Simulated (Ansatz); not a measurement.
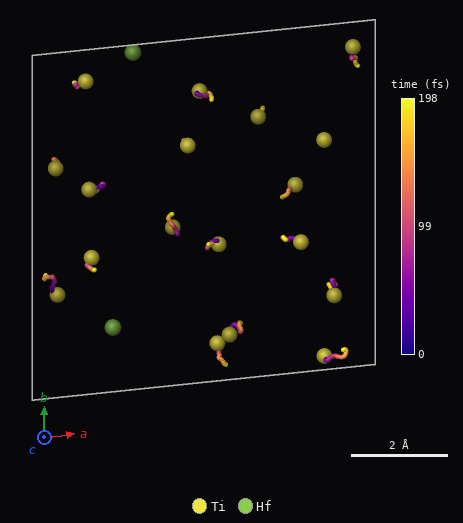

First-principles dynamics of an amorphous cell of composition HfTi9 (20 atoms in the cell), 198 fs long. It starts from the last geometry of an earlier run, with fresh velocities. Dots mark each atom's position at evenly spaced times, coloured by time; spheres stand at the starting positions. Seen along the c axis in the simulation cell.

Computed with Ansatz, DFT PBE, scalar-relativistic, plane waves, PAW. Run with plane-wave cutoff 420 eV; k-point mesh 1 × 1 × 1; Fermi-Dirac smearing 0.05 eV; volume 1.05 times that of the relaxed crystal; set temperature 300 K; time step 3 fs.

What do the traces tell about the motion?

In the second half of the run the atoms are, in the root-mean-square, this far from where they began (common drift taken out): Ti 0.33 Å, Hf 0.10 Å. The run lasts only 198 fs, too short to tell vibration from diffusion. Over the second half the temperature averages 319 K (spread ±32 K). The potential energy is still drifting at the end, so the run hasn't reached equilibrium. The potential energy in the second half lies on average 111 meV per atom below the first frame. The first frame is far from relaxed (forces up to 2.3 eV/Å), so much of the motion is the structure settling. The mean pressure there is −4.4 GPa.

Limits of the set-up: the k-point mesh is coarse for a cell with partly filled bands; the periodic images lie only 7.2 Å apart, so the values are limited by the cell's size.

The run took 6.1 min on 2 threads of Intel(R) Xeon(R) Platinum 8175M CPU @ 2.50GHz (Skylake/Cascade Lake), on a shared host, peak memory 0.8 GiB.
